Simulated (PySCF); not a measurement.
C8H5NO, SMILES N#Cc1ccc(C=O)cc1 at its GFN2-xTB optimised geometry (Å):

```
15

N     -1.9733    -3.4992    -0.0008
C     -1.4064    -2.5034     0.0000
C     -0.7055    -1.2738     0.0000
C     -1.4149    -0.0701    -0.0001
C     -0.7252     1.1231    -0.0001
C      0.6715     1.1317     0.0000
C      1.3919     2.4148     0.0003
O      0.8713     3.4992     0.0006
C      1.3727    -0.0745     0.0000
C      0.6914    -1.2738     0.0000
H     -2.4946    -0.0868    -0.0001
H     -1.2461     2.0689    -0.0001
H      2.4946     2.3062     0.0005
H      2.4531    -0.0653     0.0000
H      1.2243    -2.2131     0.0000
```

Method: PBE0/def2-TZVP run with PySCF. Cells within 0.4 Å of a nucleus heavier than hydrogen are left out (blank, or x).

Map of the deformation density (molecule minus spherical neutral atoms) (e/bohr³) on the plane z = 0.0 Å:

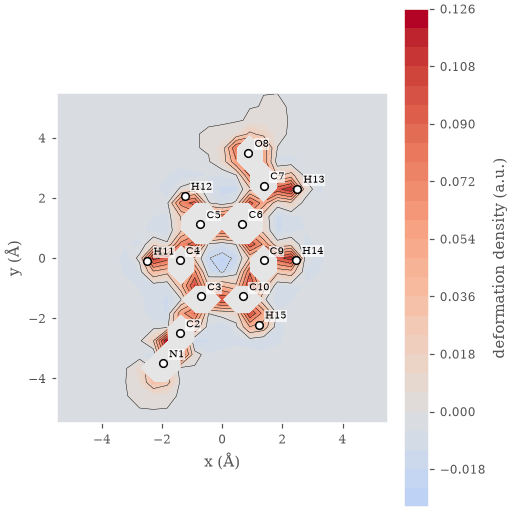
Figure: Deformation density (molecule minus spherical neutral atoms) (e/bohr³) on the plane z = 0.0 Å.
